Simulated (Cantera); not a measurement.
A closed system holds: 1 mol (CH₃)₂SiCl₂, 0.45 mol C₃H₈, 4.9 mol H₂, equilibrated at 66.0 mbar.

Method: chemical equilibrium by Gibbs-energy minimisation in Cantera with the NASA 1993 tables (ideal gas, pure condensed phases). Candidate condensed phases: C, C₆H₆, C₇H₈, C₈H₁₈, Si, SiC; 109 gas species. The feed counts by its element totals alone. The tables' values for SiCl₃ are old estimates; treat these amounts as uncertain. Kinetics and transport are ignored.

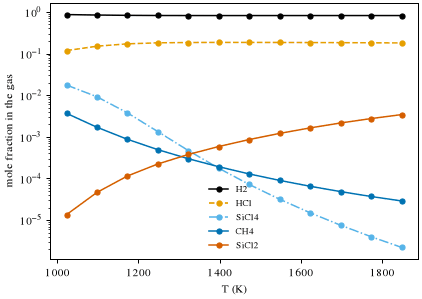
*Equilibrium gas composition (values under 1e-9 drawn at 1e-9)*

From 1023 K to 1848 K the condensed part is C(graphite) + SiC(s). The main Si-bearing gas is SiCl₄ at 1023 K and SiCl₂ at 1848 K. The share of Si in condensed phases is highest at 1398 K (99.0 %) and lowest at 1023 K (80.4 %).
